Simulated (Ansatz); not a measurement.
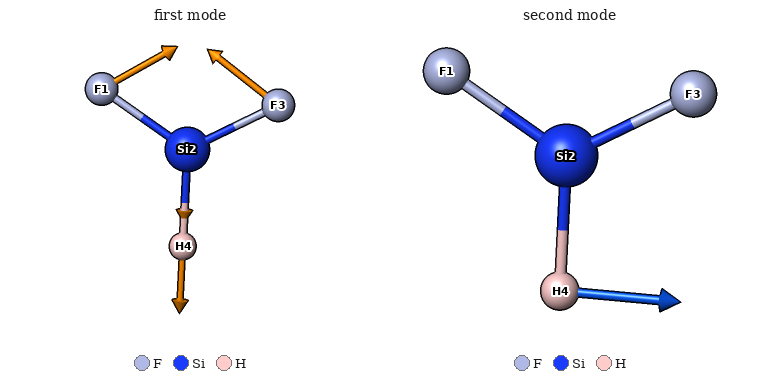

The system is F2HSi, SMILES F[SiH+]F, charge +1; the picture shows the reference structure; its two panels give the patterns of the first and the second mode as arrows. 
- The first coordinate is: normal mode 1 (311 cm⁻¹); the second: normal mode 3 (731 cm⁻¹).
- Nothing is relaxed (straight displacements along the two mass-weighted modes).
- The grid has 15 × 15 points; 120 points were computed and 105 follow by symmetry.
- Points are written as (first, second).
- Energies: kJ/mol, counted from the lowest grid point.
- These are results of Ansatz 0.2.0, RKS PBE-D4/def2-TZVP, not measurements.

Its coordinates:

```yaml
atoms:
  - { symbol: F, position_ang: [1.2730, 0.2846, -0.7983] }
  - { symbol: Si, position_ang: [-0.0030, -0.0254, 0.0142] }
  - { symbol: F, position_ang: [-1.1153, 1.0450, 0.0546] }
  - { symbol: H, position_ang: [-0.1547, -1.3042, 0.7296] }
```

Range: normal mode 1 (311 cm⁻¹) from −1.837 to 1.837 amu½·Å; normal mode 3 (731 cm⁻¹) from −0.467 to 0.467 amu½·Å.

What landscape does the calculation give?

Answer. The lowest grid point is at (0.000 amu½·Å, 0.000 amu½·Å). No other kind of well shows on this grid. The highest grid point, (1.837 amu½·Å, −0.467 amu½·Å), lies 90 kJ/mol above the lowest.

| normal mode 3 (731 cm⁻¹) ↓, normal mode 1 (311 cm⁻¹) → | −1.837 | −1.575 | −1.312 | −1.050 | −0.787 | −0.525 | −0.262 | 0.000 | 0.262 | 0.525 | 0.787 | 1.050 | 1.312 | 1.575 | 1.837 |
| --- | --- | --- | --- | --- | --- | --- | --- | --- | --- | --- | --- | --- | --- | --- | --- |
| 0.467 | 86 | 70 | 56 | 45 | 36 | 29 | 25 | 23 | 23 | 26 | 32 | 41 | 53 | 69 | 90 |
| 0.401 | 78 | 62 | 48 | 37 | 29 | 22 | 18 | 16 | 17 | 20 | 26 | 35 | 47 | 64 | 85 |
| 0.334 | 72 | 56 | 42 | 31 | 23 | 17 | 13 | 11 | 12 | 15 | 21 | 30 | 43 | 59 | 80 |
| 0.267 | 67 | 51 | 37 | 27 | 18 | 12 | 8 | 7 | 8 | 11 | 18 | 27 | 40 | 56 | 77 |
| 0.200 | 63 | 47 | 34 | 23 | 15 | 9 | 5 | 4 | 5 | 8 | 15 | 24 | 37 | 54 | 75 |
| 0.134 | 60 | 44 | 31 | 21 | 12 | 6 | 3 | 2 | 3 | 6 | 13 | 22 | 35 | 52 | 73 |
| 0.067 | 59 | 43 | 30 | 19 | 11 | 5 | 2 | 0 | 2 | 5 | 12 | 21 | 34 | 51 | 73 |
| 0.000 | 58 | 42 | 29 | 19 | 10 | 5 | 1 | 0 | 1 | 5 | 11 | 21 | 34 | 51 | 72 |
| −0.067 | 59 | 43 | 30 | 19 | 11 | 5 | 2 | 0 | 2 | 5 | 12 | 21 | 34 | 51 | 73 |
| −0.134 | 60 | 44 | 31 | 21 | 12 | 6 | 3 | 2 | 3 | 6 | 13 | 22 | 35 | 52 | 73 |
| −0.200 | 63 | 47 | 34 | 23 | 15 | 9 | 5 | 4 | 5 | 8 | 15 | 24 | 37 | 54 | 75 |
| −0.267 | 67 | 51 | 37 | 27 | 18 | 12 | 8 | 7 | 8 | 11 | 18 | 27 | 40 | 56 | 77 |
| −0.334 | 72 | 56 | 42 | 31 | 23 | 17 | 13 | 11 | 12 | 15 | 21 | 30 | 43 | 59 | 80 |
| −0.401 | 78 | 62 | 48 | 37 | 29 | 22 | 18 | 16 | 17 | 20 | 26 | 35 | 47 | 64 | 85 |
| −0.467 | 86 | 70 | 56 | 45 | 36 | 29 | 25 | 23 | 23 | 26 | 32 | 41 | 53 | 69 | 90 |

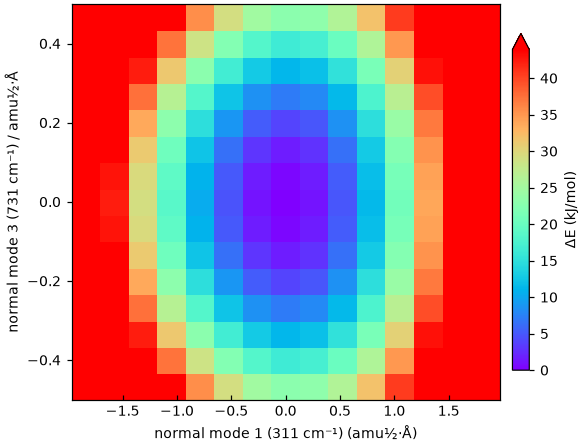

The picture shows one coloured cell a grid point, one colour for all values above the top of the scale.

The whole map (120 points run) took 3.1 min on 1 thread of Arm Neoverse V2, with other jobs on the host.
